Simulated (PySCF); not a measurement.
Input

```
{"job": {"kind": "nmr", "xc": "PBE0", "basis": "pcSseg-1"}, "charge": 0, "multiplicity": 1}
C     -0.786511    -1.296871    -0.654749
C     -0.628629    -0.094226     0.279300
Si    -0.635108     1.539749    -0.709051
Si     0.873929    -0.316955     1.427663
S      2.674093    -0.573201     0.276991
H     -1.676362    -1.195324    -1.274282
H      0.073721    -1.387774    -1.315596
H     -0.873574    -2.225131    -0.090950
H     -1.504196    -0.064022     0.936248
H     -1.891533     1.635085    -1.453736
H      0.488775     1.557076    -1.651027
H     -0.508957     2.661677     0.222071
H      0.813047    -1.564410     2.179657
H      1.055203     0.840473     2.300465
H      2.521688     0.491845    -0.494915
```

Launched as:

```sh
OMP_NUM_THREADS=1 python probes_run.py task.json out
```

Geometry: GFN2-xTB.

All numbers below come from PBE0/pcSseg-1, SCF density, gas phase, non-relativistic in PySCF 2.14.0.

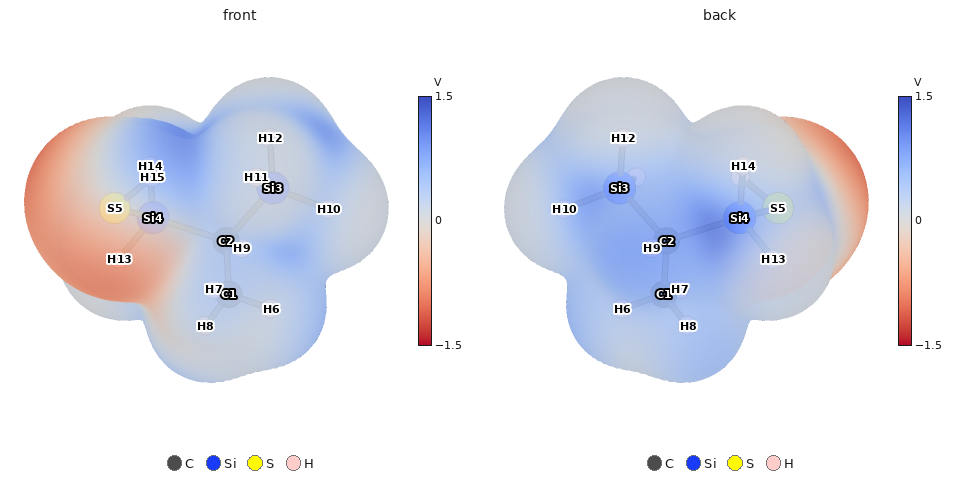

C2H10SSi2. The electrostatic potential painted on the density surface at 0.001 e/bohr³, seen from the front and from behind; the colour scale runs from red (negative) to blue (positive).

Q: Where is the surface potential most negative and most positive?

A: The most negative region (about −0.9 V) lies over S5, the most positive (about +1.0 V) over Si3, Si4 and H15.

Q: What dipole moment does the calculation give?

A: Its dipole moment is 2.06 D.
